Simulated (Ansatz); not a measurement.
# BrClH4N2Si (SMILES N[Si](N)(Cl)Br): what the fields show

Input file:

```
crystal:
  periodic: [false, false, false]
  atoms:
    - {symbol: Br, position_ang: [2.416886, -0.651599, -0.351133]}
    - {symbol: Cl, position_ang: [-0.611477, -1.382886, -1.797252]}
    - {symbol: N, position_ang: [-0.352743, 1.252901, -0.395732]}
    - {symbol: N, position_ang: [-0.199242, -0.893429, 1.353690]}
    - {symbol: Si, position_ang: [0.208332, -0.342545, -0.203252]}
    - {symbol: H, position_ang: [-0.074053, 1.963235, 0.272146]}
    - {symbol: H, position_ang: [-0.490617, 1.631646, -1.325377]}
    - {symbol: H, position_ang: [-1.164845, -0.851484, 1.661185]}
    - {symbol: H, position_ang: [0.309794, -1.661896, 1.773792]}
basis:
  gaussian: {orbitals: def2-TZVPD}
hamiltonian: {xc: {name: PBE0}}
output: {forces: true, orbitals: {seedname: orbitals}}
```

Launched as:

```sh
ansatz run input.yaml --threads 2 --pin off --max-ram 4350MiB --events-out events.jsonl --progress --plain --runs-dir runs
```

Geometry: PBE0-D3(BJ)/def2-SVP.

These are results of Ansatz, isolated molecule in a Gaussian basis; Kohn-Sham density functional theory, functional PBE0, not measurements.

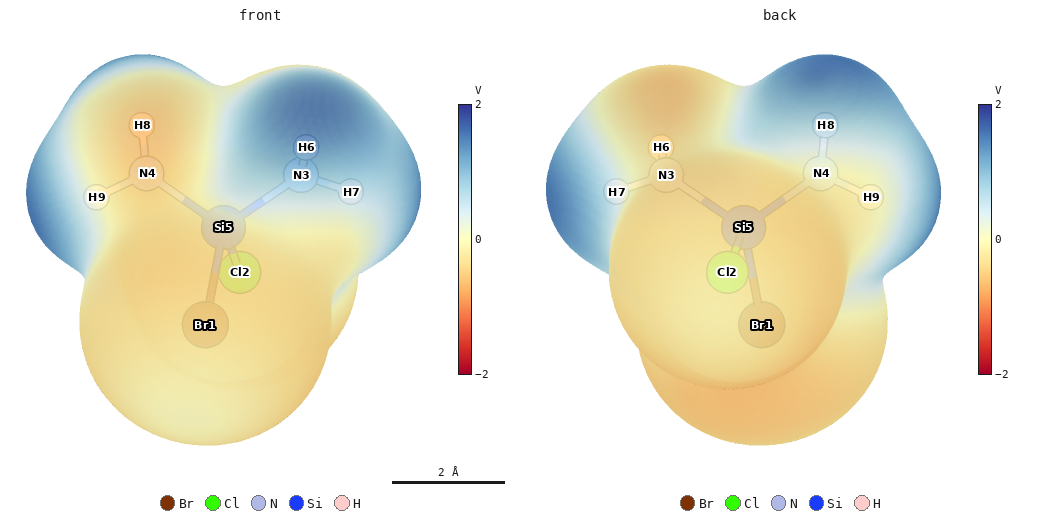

Figure 1. The molecular electrostatic potential painted on the density surface at 0.001 e/bohr³, seen from the front and from behind; the colour scale runs from red (negative) to blue (positive).

Describe the electrostatic potential map.

Answer. The most negative region (about −0.7 V) lies over Br1 and Cl2, the most positive (about +1.6 V) over H6, H7, H8 and H9.

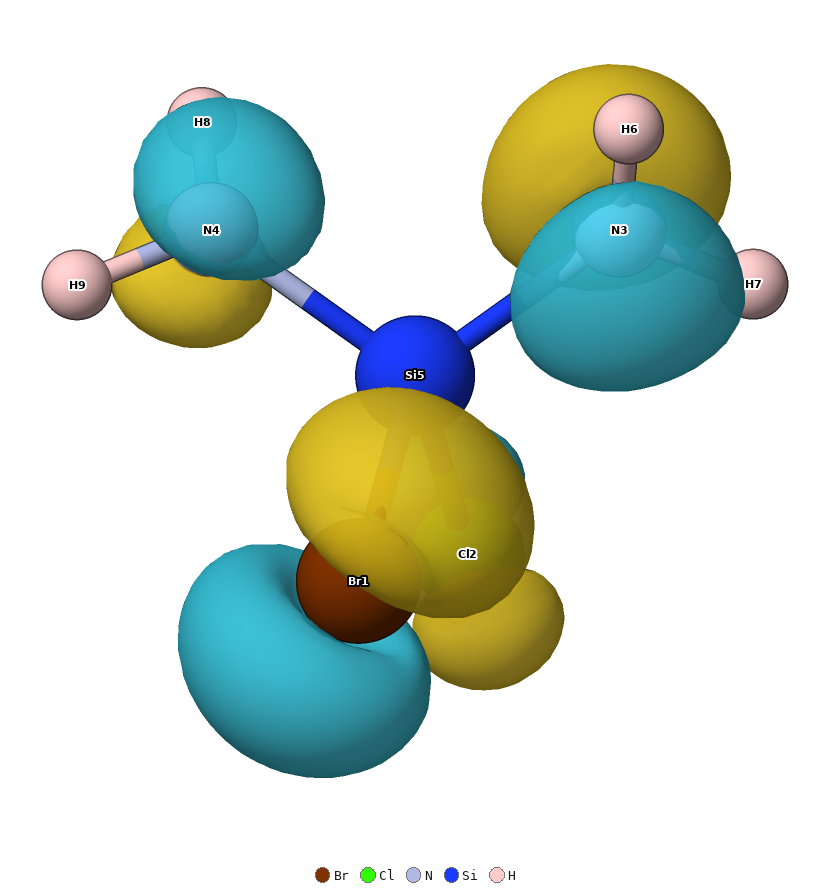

Figure 2. One frontier orbital at ±0.15 Å⁻³ᐟ² (yellow and cyan are the two phases), seen across its widest extent.

Which orbital is it: HOMO or LUMO?

Answer. The HOMO, at −7.94 eV. Its weight (Hirshfeld) is mainly on Br1 (about 35 %), N3 (about 30 %), N4 (about 10 %) and Cl2 (about 10 %); largely a combination of lone pairs on Br1, N3, N4 and Cl2.

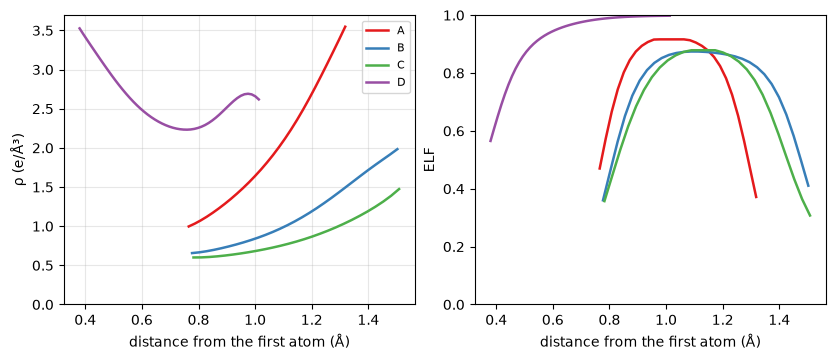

Figure 3. Total electron density and ELF along straight lines between neighbouring atoms. The curves leave out the atomic cores.

Which curve belongs to which contact (N–H, Si–Br, Si–Cl and Si–N)? The first atom named is at distance zero.

Answer. Curve A: Si–N (1.70 Å): the density is about 1.2 e/Å³ at the midpoint; the ELF peaks at about 0.90 between the atoms, as expected for a polar covalent bond. Curve B: Si–Cl (2.07 Å): ρ is about 0.89 e/Å³ halfway; the ELF peaks at about 0.85 between the atoms (a shared but strongly polarised pair). Curve C: Si–Br (2.23 Å): the density is about 0.78 e/Å³ at the midpoint; the ELF peaks at about 0.90 between the atoms, as expected for a polar covalent bond. Curve D: N–H (1.01 Å): ρ at the midpoint is about 2.9 e/Å³; the ELF climbs to about 1 towards the hydrogen, as it does in any bond to H (an ordinary covalent bond to hydrogen).
